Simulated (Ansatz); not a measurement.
**Run report: HfH2S2Cl2, molecular dynamics (part 2 of 2)**

HfH2S2Cl2, SMILES [SH][Hf]([SH])([Cl])[Cl]; RKS r2SCAN-rvv10/def2-SVP (Ansatz 0.2.0). The geometry comes from this level: PBE0-D4/def2-TZVP.

Geometry of the input (Å):
```
S  0.1474  1.8462  1.4523
Hf 0.1729  0.2177  -0.3265
S  0.4177  -1.9107  0.7940
Cl 1.9984  0.6249  -1.7094
Cl -1.8371  0.2247  -1.5059
H  -1.1572  1.5725  1.6651
H  0.2579  -2.5752  -0.3695
```

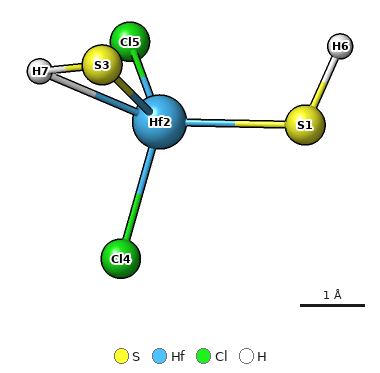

*The geometry at step 19 of the log (ball-and-stick view, seen at a tilt; atoms are numbered from 1 in the order of the input).*

### Trajectory as extended XYZ, continued
```
7
Properties=species:S:1:pos:R:3:forces:R:3 step=8 time_fs=8.0 energy=-48042.04318 temperature=887.4
S     0.1732    1.8119    1.4226    0.2919   0.6689   0.4500
Hf    0.1605    0.2172   -0.3438   -0.4532  -0.7761   1.1884
S     0.4765   -1.9070    0.8337   -0.6066   0.1047  -2.7181
Cl    1.9912    0.6151   -1.6356    0.9823   0.2673  -0.7270
Cl   -1.8451    0.2494   -1.5030   -0.5230  -0.0561  -0.3285
H    -1.0595    1.6912    1.9587   -0.1470  -0.1514  -0.1075
H     0.1908   -2.1645   -0.6207    0.4556  -0.0573   2.2427
7
Properties=species:S:1:pos:R:3:forces:R:3 step=9 time_fs=9.0 energy=-48041.97220 temperature=779.5
S     0.1760    1.8082    1.4196    0.7002   0.7550   0.3016
Hf    0.1589    0.2170   -0.3457   -0.5031  -0.8371   1.2802
S     0.4835   -1.9060    0.8376   -0.6572   0.1849  -2.8597
Cl    1.9913    0.6141   -1.6271    1.0597   0.2922  -0.7841
Cl   -1.8466    0.2524   -1.5029   -0.5432  -0.0593  -0.3453
H    -1.0280    1.7043    1.9838   -0.5439  -0.1973   0.0654
H     0.1876   -2.1312   -0.6327    0.4874  -0.1384   2.3418
7
Properties=species:S:1:pos:R:3:forces:R:3 step=10 time_fs=10.0 energy=-48041.95250 temperature=749.1
S     0.1789    1.8047    1.4167    0.9570   0.8164   0.1958
Hf    0.1572    0.2168   -0.3476   -0.5514  -0.8672   1.3731
S     0.4903   -1.9050    0.8406   -0.6624   0.2913  -2.7739
Cl    1.9916    0.6132   -1.6188    1.1305   0.3143  -0.8361
Cl   -1.8483    0.2554   -1.5030   -0.5590  -0.0644  -0.3595
H    -1.0018    1.7156    2.0097   -0.7889  -0.2235   0.1878
H     0.1890   -2.0992   -0.6223    0.4742  -0.2669   2.2128
7
Properties=species:S:1:pos:R:3:forces:R:3 step=11 time_fs=11.0 energy=-48041.98077 temperature=790.2
S     0.1822    1.8015    1.4138    0.9762   0.8530   0.1945
Hf    0.1556    0.2165   -0.3494   -0.5978  -0.8684   1.4657
S     0.4970   -1.9038    0.8427   -0.6128   0.4166  -2.4291
Cl    1.9923    0.6124   -1.6107    1.1940   0.3335  -0.8826
Cl   -1.8502    0.2584   -1.5031   -0.5708  -0.0713  -0.3712
H    -0.9831    1.7248    2.0373   -0.7957  -0.2297   0.1974
H     0.1950   -2.0698   -0.5907    0.4069  -0.4336   1.8251
7
Properties=species:S:1:pos:R:3:forces:R:3 step=12 time_fs=12.0 energy=-48042.02531 temperature=853.7
S     0.1858    1.7985    1.4111    0.7672   0.8715   0.3163
Hf    0.1538    0.2162   -0.3511   -0.6412  -0.8490   1.5531
S     0.5035   -1.9025    0.8442   -0.4838   0.5620  -1.7274
Cl    1.9933    0.6117   -1.6029    1.2492   0.3499  -0.9229
Cl   -1.8522    0.2614   -1.5034   -0.5792  -0.0796  -0.3802
H    -0.9720    1.7317    2.0668   -0.5738  -0.2227   0.0767
H     0.2048   -2.0445   -0.5416    0.2616  -0.6322   1.0843
7
Properties=species:S:1:pos:R:3:forces:R:3 step=13 time_fs=13.0 energy=-48042.03003 temperature=856.2
S     0.1895    1.7958    1.4084    0.4282   0.8811   0.5241
Hf    0.1521    0.2158   -0.3527   -0.6795  -0.8232   1.6282
S     0.5098   -1.9011    0.8451   -0.2460   0.7298  -0.5598
Cl    1.9946    0.6111   -1.5953    1.2952   0.3638  -0.9562
Cl   -1.8543    0.2643   -1.5038   -0.5847  -0.0881  -0.3867
H    -0.9664    1.7366    2.0970   -0.2224  -0.2114  -0.1352
H     0.2172   -2.0252   -0.4821    0.0092  -0.8518  -0.1144
7
Properties=species:S:1:pos:R:3:forces:R:3 step=14 time_fs=14.0 energy=-48041.95211 temperature=739.1
S     0.1935    1.7934    1.4058    0.0815   0.8879   0.7529
Hf    0.1503    0.2154   -0.3543   -0.7100  -0.8072   1.6842
S     0.5160   -1.8995    0.8458    0.0929   0.9136   1.0043
Cl    1.9962    0.6106   -1.5879    1.3311   0.3754  -0.9823
Cl   -1.8567    0.2673   -1.5043   -0.5880  -0.0960  -0.3912
H    -0.9629    1.7394    2.1260    0.1352  -0.2019  -0.3693
H     0.2296   -2.0141   -0.4237   -0.3427  -1.0717  -1.6986
7
Properties=species:S:1:pos:R:3:forces:R:3 step=15 time_fs=15.0 energy=-48041.83273 temperature=568.2
S     0.1974    1.7912    1.4035   -0.1829   0.8947   0.9446
Hf    0.1485    0.2150   -0.3557   -0.7299  -0.8118   1.7167
S     0.5223   -1.8975    0.8469    0.4109   1.0776   2.4047
Cl    1.9983    0.6101   -1.5808    1.3561   0.3850  -1.0009
Cl   -1.8592    0.2702   -1.5048   -0.5894  -0.1020  -0.3942
H    -0.9582    1.7402    2.1514    0.4079  -0.1961  -0.5635
H     0.2388   -2.0132   -0.3815   -0.6726  -1.2474  -3.1073
7
Properties=species:S:1:pos:R:3:forces:R:3 step=16 time_fs=16.0 energy=-48041.79867 temperature=520.9
S     0.2013    1.7893    1.4015   -0.3198   0.9020   1.0623
Hf    0.1466    0.2145   -0.3571   -0.7374  -0.8393   1.7238
S     0.5287   -1.8953    0.8487    0.4873   1.1429   2.7155
Cl    2.0007    0.6098   -1.5740    1.3700   0.3928  -1.0125
Cl   -1.8618    0.2730   -1.5055   -0.5893  -0.1055  -0.3962
H    -0.9495    1.7392    2.1715    0.5494  -0.1939  -0.6778
H     0.2416   -2.0243   -0.3691   -0.7603  -1.2989  -3.4152
7
Properties=species:S:1:pos:R:3:forces:R:3 step=17 time_fs=17.0 energy=-48041.89248 temperature=654.4
S     0.2051    1.7877    1.3998   -0.3141   0.9094   1.0860
Hf    0.1447    0.2139   -0.3583   -0.7321  -0.8884   1.7057
S     0.5353   -1.8927    0.8513    0.2417   1.0420   1.6731
Cl    2.0034    0.6096   -1.5675    1.3725   0.3986  -1.0169
Cl   -1.8646    0.2759   -1.5063   -0.5875  -0.1063  -0.3971
H    -0.9355    1.7364    2.1850    0.5446  -0.1949  -0.6920
H     0.2370   -2.0478   -0.3893   -0.5250  -1.1604  -2.3589
7
Properties=species:S:1:pos:R:3:forces:R:3 step=18 time_fs=18.0 energy=-48042.00209 temperature=815.9
S     0.2088    1.7863    1.3984   -0.1671   0.9162   1.0062
Hf    0.1428    0.2133   -0.3595   -0.7149  -0.9540   1.6651
S     0.5419   -1.8897    0.8544   -0.1533   0.8027   0.0562
Cl    2.0066    0.6095   -1.5612    1.3630   0.4021  -1.0140
Cl   -1.8676    0.2787   -1.5072   -0.5836  -0.1049  -0.3963
H    -0.9164    1.7316    2.1920    0.3949  -0.1998  -0.5993
H     0.2275   -2.0825   -0.4321   -0.1390  -0.8624  -0.7179
7
Properties=species:S:1:pos:R:3:forces:R:3 step=19 time_fs=19.0 energy=-48042.03277 temperature=866.4
S     0.2125    1.7852    1.3973    0.1046   0.9231   0.8260
Hf    0.1408    0.2127   -0.3606   -0.6875  -1.0234   1.6065
S     0.5485   -1.8866    0.8575   -0.5025   0.5151  -1.3279
Cl    2.0101    0.6095   -1.5552    1.3415   0.4030  -1.0037
Cl   -1.8707    0.2815   -1.5082   -0.5768  -0.1024  -0.3932
H    -0.8934    1.7250    2.1932    0.1174  -0.2099  -0.4068
H     0.2165   -2.1254   -0.4819    0.2033  -0.5054   0.6991
7
Properties=species:S:1:pos:R:3:forces:R:3 step=20 time_fs=20.0 energy=-48041.98996 temperature=807.1
S     0.2162    1.7844    1.3965    0.4574   0.9310   0.5724
Hf    0.1387    0.2120   -0.3616   -0.6518  -1.0803   1.5356
S     0.5550   -1.8833    0.8602   -0.7381   0.2465  -2.2243
Cl    2.0140    0.6096   -1.5495    1.3082   0.4008  -0.9860
Cl   -1.8740    0.2843   -1.5093   -0.5663  -0.0999  -0.3870
H    -0.8693    1.7163    2.1906   -0.2433  -0.2267  -0.1445
H     0.2076   -2.1732   -0.5250    0.4338  -0.1715   1.6339
7
Properties=species:S:1:pos:R:3:forces:R:3 step=21 time_fs=21.0 energy=-48041.92547 temperature=713.6
S     0.2200    1.7839    1.3958    0.8076   0.9395   0.3068
Hf    0.1367    0.2112   -0.3625   -0.6093  -1.1118   1.4583
S     0.5612   -1.8799    0.8623   -0.8725   0.0211  -2.7029
Cl    2.0182    0.6098   -1.5441    1.2634   0.3954  -0.9617
Cl   -1.8774    0.2870   -1.5106   -0.5517  -0.0984  -0.3777
H    -0.8476    1.7055    2.1865   -0.6025  -0.2488   0.1247
H     0.2028   -2.2227   -0.5524    0.5649   0.1029   2.1525
7
Properties=species:S:1:pos:R:3:forces:R:3 step=22 time_fs=22.0 energy=-48041.88979 temperature=662.5
S     0.2241    1.7836    1.3953    1.0411   0.9427   0.1178
Hf    0.1346    0.2104   -0.3633   -0.5612  -1.1124   1.3782
S     0.5672   -1.8765    0.8635   -0.9333  -0.1580  -2.8851
Cl    2.0228    0.6102   -1.5389    1.2081   0.3869  -0.9312
Cl   -1.8810    0.2898   -1.5119   -0.5329  -0.0985  -0.3654
H    -0.8315    1.6923    2.1836   -0.8453  -0.2690   0.3119
H     0.2034   -2.2712   -0.5593    0.6235   0.3084   2.3736
7
Properties=species:S:1:pos:R:3:forces:R:3 step=23 time_fs=23.0 energy=-48041.91404 temperature=701.5
S     0.2285    1.7837    1.3947    1.0627   0.9291   0.0815
Hf    0.1325    0.2095   -0.3641   -0.5084  -1.0822   1.2969
S     0.5729   -1.8731    0.8639   -0.9362  -0.2870  -2.8408
Cl    2.0278    0.6106   -1.5339    1.1431   0.3755  -0.8952
Cl   -1.8848    0.2924   -1.5133   -0.5100  -0.1005  -0.3503
H    -0.8236    1.6764    2.1838   -0.8762  -0.2751   0.3412
H     0.2099   -2.3169   -0.5435    0.6251   0.4401   2.3667
7
Properties=species:S:1:pos:R:3:forces:R:3 step=24 time_fs=24.0 energy=-48042.00059 temperature=834.0
S     0.2332    1.7840    1.3942    0.8584   0.8880   0.2112
Hf    0.1303    0.2085   -0.3648   -0.4519  -1.0244   1.2132
S     0.5783   -1.8698    0.8634   -0.8798  -0.3446  -2.5697
Cl    2.0330    0.6111   -1.5292    1.0691   0.3616  -0.8543
Cl   -1.8887    0.2951   -1.5149   -0.4833  -0.1039  -0.3327
H    -0.8240    1.6580    2.1872   -0.6810  -0.2561   0.1998
H     0.2225   -2.3583   -0.5049    0.5684   0.4794   2.1325
7
Properties=species:S:1:pos:R:3:forces:R:3 step=25 time_fs=25.0 energy=-48042.12009 temperature=1015.3
S     0.2382    1.7846    1.3938    0.5048   0.8171   0.4477
Hf    0.1281    0.2075   -0.3654   -0.3921  -0.9448   1.1244
S     0.5835   -1.8666    0.8622   -0.7449  -0.2786  -2.0054
Cl    2.0385    0.6118   -1.5247    0.9870   0.3455  -0.8091
Cl   -1.8927    0.2978   -1.5165   -0.4527  -0.1081  -0.3128
H    -0.8310    1.6370    2.1925   -0.3370  -0.2099  -0.0523
H     0.2405   -2.3952   -0.4460    0.4349   0.3788   1.6074
7
Properties=species:S:1:pos:R:3:forces:R:3 step=26 time_fs=26.0 energy=-48042.21814 temperature=1163.0
S     0.2433    1.7854    1.3935    0.1168   0.7241   0.7020
Hf    0.1259    0.2065   -0.3660   -0.3293  -0.8517   1.0266
S     0.5884   -1.8635    0.8603   -0.5034   0.0015  -1.0489
Cl    2.0443    0.6125   -1.5204    0.8972   0.3277  -0.7602
Cl   -1.8969    0.3004   -1.5182   -0.4183  -0.1119  -0.2907
H    -0.8412    1.6141    2.1973    0.0400  -0.1450  -0.3243
H     0.2627   -2.4285   -0.3715    0.1970   0.0553   0.6955
7
Properties=species:S:1:pos:R:3:forces:R:3 step=27 time_fs=27.0 energy=-48042.23792 temperature=1194.9
S     0.2485    1.7864    1.3934   -0.2113   0.6222   0.9022
Hf    0.1237    0.2054   -0.3665   -0.2633  -0.7561   0.9166
S     0.5932   -1.8604    0.8582   -0.1502   0.5801   0.3052
Cl    2.0504    0.6133   -1.5164    0.8004   0.3086  -0.7082
Cl   -1.9011    0.3030   -1.5200   -0.3803  -0.1142  -0.2667
H    -0.8510    1.5897    2.1990    0.3548  -0.0750  -0.5426
H     0.2868   -2.4613   -0.2903   -0.1500  -0.5657  -0.6064
7
Properties=species:S:1:pos:R:3:forces:R:3 step=28 time_fs=28.0 energy=-48042.17713 temperature=1113.7
S     0.2537    1.7877    1.3935   -0.4273   0.5246   1.0102
Hf    0.1214    0.2042   -0.3669   -0.1936  -0.6692   0.7930
S     0.5980   -1.8572    0.8561    0.2247   1.3616   1.7067
Cl    2.0567    0.6142   -1.5125    0.6977   0.2890  -0.6540
Cl   -1.9055    0.3055   -1.5218   -0.3394  -0.1140  -0.2411
H    -0.8574    1.5646    2.1955    0.5542  -0.0130  -0.6674
H     0.3095   -2.4996   -0.2149   -0.5163  -1.3790  -1.9474
7
Properties=species:S:1:pos:R:3:forces:R:3 step=29 time_fs=29.0 energy=-48042.13539 temperature=1061.9
S     0.2587    1.7891    1.3940   -0.5102   0.4426   1.0142
Hf    0.1192    0.2031   -0.3674   -0.1199  -0.5976   0.6584
S     0.6028   -1.8535    0.8545    0.4122   1.8694   2.3822
Cl    2.0632    0.6152   -1.5088    0.5911   0.2690  -0.5988
Cl   -1.9100    0.3081   -1.5238   -0.2967  -0.1112  -0.2145
H    -0.8586    1.5393    2.1856    0.6170   0.0295  -0.6858
H     0.3272   -2.5511   -0.1580   -0.6935  -1.9017  -2.5557
7
Properties=species:S:1:pos:R:3:forces:R:3 step=30 time_fs=30.0 energy=-48042.20039 temperature=1156.1
S     0.2635    1.7906    1.3948   -0.4566   0.3858   0.9163
Hf    0.1169    0.2019   -0.3678   -0.0420  -0.5399   0.5180
S     0.6077   -1.8492    0.8536    0.2816   1.5725   1.8781
Cl    2.0698    0.6163   -1.5052    0.4822   0.2489  -0.5436
Cl   -1.9145    0.3106   -1.5258   -0.2533  -0.1067  -0.1875
H    -0.8538    1.5143    2.1692    0.5396   0.0432  -0.6003
H     0.3384   -2.6209   -0.1255   -0.5515  -1.6040  -1.9811
```

### Summary

```csv
quantity,value
outcome,finished
mean temperature over the second half,866 K
trajectory,"30 steps, 30 fs"
ensemble,nvt_nose_hoover
temperature in the input,1500 K
time step,1 fs
potential energy (last step),−48042.2004 eV
SCF solution under orbital rotations (last step),stable
largest force (length of the vector) (last step),2.608 eV/Å
dipole moment (last step),1.37 D
hardware,"4 threads of Arm Neoverse V2, 23 GiB of memory available, shared host"
wall time,2.9 min (CPU time 11 min)
peak memory,0.46 GiB
```

### Remarks

So short a trajectory is not equilibrated. The temperature stays far from the 1500 K of the thermostat over the second half: the run isn't equilibrated.
